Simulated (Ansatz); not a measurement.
Base system: BN in the zinc blende structure (space group F-43m, No. 216; a = 3.625 Å).

Modification: hydrostatic tension (pressure −2 GPa).

Calculations: PBE (Ansatz, an electronic-structure program, PAW, scalar-relativistic without spin-orbit coupling).

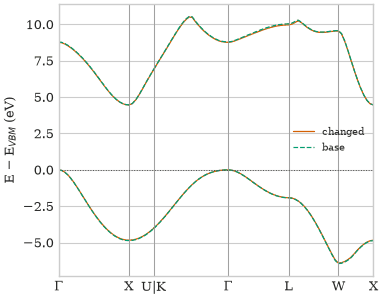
Fig. 1. Highest valence and lowest conduction band along the path, each from its own valence-band maximum

The gap is 4.46 eV, indirect, Γ → X; the base has 4.46 eV.

Load acts through the strain it causes; cell and atoms are relaxed under it. Stability against distortions was not tested.
